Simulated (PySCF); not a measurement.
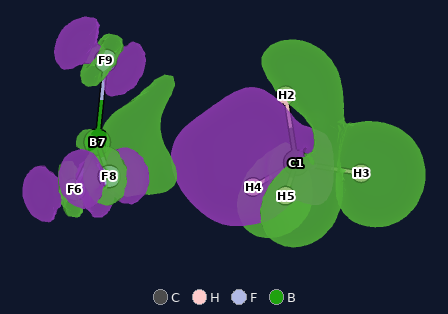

Figure. CH$_{4}$BF$_{3}$, SMILES `C.FB(F)F`. Density of the complex less the densities of the two fragments at the same geometry, ±0.0008 e/Å³ (purple: gain, green: loss). Fragment A: H4C (atoms 1–5); fragment B: BF3.

PySCF calculation, PBE0/cc-pVDZ, gas phase; geometry: GFN2-xTB.

Which way does charge flow?

Answer. Hirshfeld charges show almost no net transfer (under 0.005 e). By Hirshfeld charges, electrons gather most on C1 (−0.004 e) and leave H3 most (+0.006 e); 0.02 e is displaced in all, which induces a dipole of 0.18 D.

What is the interaction energy, and which contacts carry it?

Answer. The counterpoise-corrected interaction energy of the frozen fragments is −0.2 kcal/mol without dispersion correction and −1.1 kcal/mol with D3(BJ). The pair geometry is semi-empirical, not a minimum at this level. Contacts: H4···F6, weak C–H hydrogen bond, 2.82 Å, ρ = 0.005 a.u., a bond path close to vanishing (ellipticity 1.8). The pose is a local one from a semi-empirical search, not shown to be the most stable.
